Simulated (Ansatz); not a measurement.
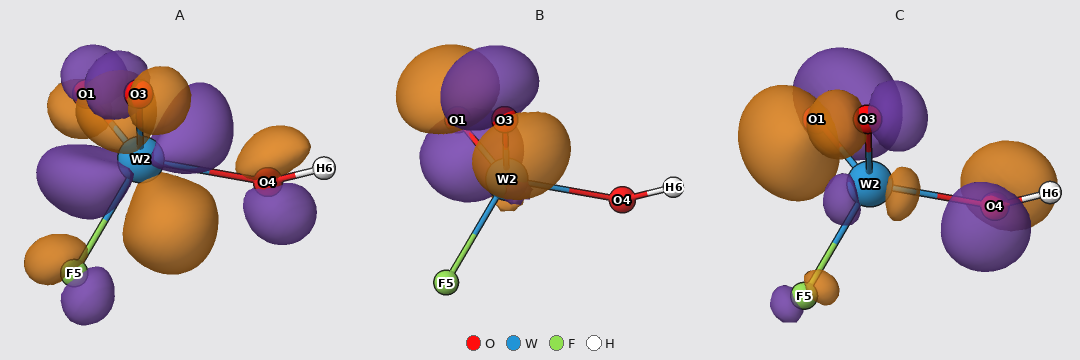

Figure 1: FHO3W (SMILES [O]=[W](=[O])([OH])[F]). Three frontier orbitals at ±0.15 Å⁻³ᐟ² (orange and purple are the two phases), in no order.

Geometry: PBE0-D4/def2-TZVP; core potentials replace the inner electrons of W.

Level of theory: RKS PBE0-D4/def2-TZVPP (Ansatz).

The calculation's input:

```
crystal:
  periodic: [false, false, false]
  atoms:
    - {symbol: O, position_ang: [-0.201528, -1.880201, -0.503203]}
    - {symbol: W, position_ang: [0.293295, -0.284688, -0.192590]}
    - {symbol: O, position_ang: [1.311934, -0.312775, 1.166166]}
    - {symbol: O, position_ang: [-1.224672, 0.744024, 0.182007]}
    - {symbol: F, position_ang: [1.225585, 0.376758, -1.656419]}
    - {symbol: H, position_ang: [-1.362515, 1.292781, 0.957838]}
basis:
  gaussian: {orbitals: def2-TZVPP}
hamiltonian: {xc: pbe0, dispersion: d4}
output: {orbitals: {seedname: orbitals}}
```

Run with:

```sh
ansatz run in.yaml --threads 4 --pin off --events-out ev --progress --plain --max-ram 10444MiB
```

**Which picture is the HOMO−1, the HOMO and the LUMO?**

C is the HOMO−1 (−10.08 eV). It lies mainly on O1 (about 50 %), O4 (about 25 %), W2 (about 15 %) and O3 (about 10 %); largely a combination of lone pairs on O1, O4 and O3. B is the HOMO (−9.34 eV). By Hirshfeld shares it lies mainly on O1 (about 45 %) and O3 (about 40 %); largely a combination of lone pairs on O1 and O3. A is the LUMO (−1.98 eV). By Hirshfeld shares it lies mainly on W2 (about 65 %), O4 (about 10 %), O3 (about 10 %), F5 (about 10 %) and O1 (about 10 %).

**What is the HOMO–LUMO gap?**

7.36 eV between the orbital energies.
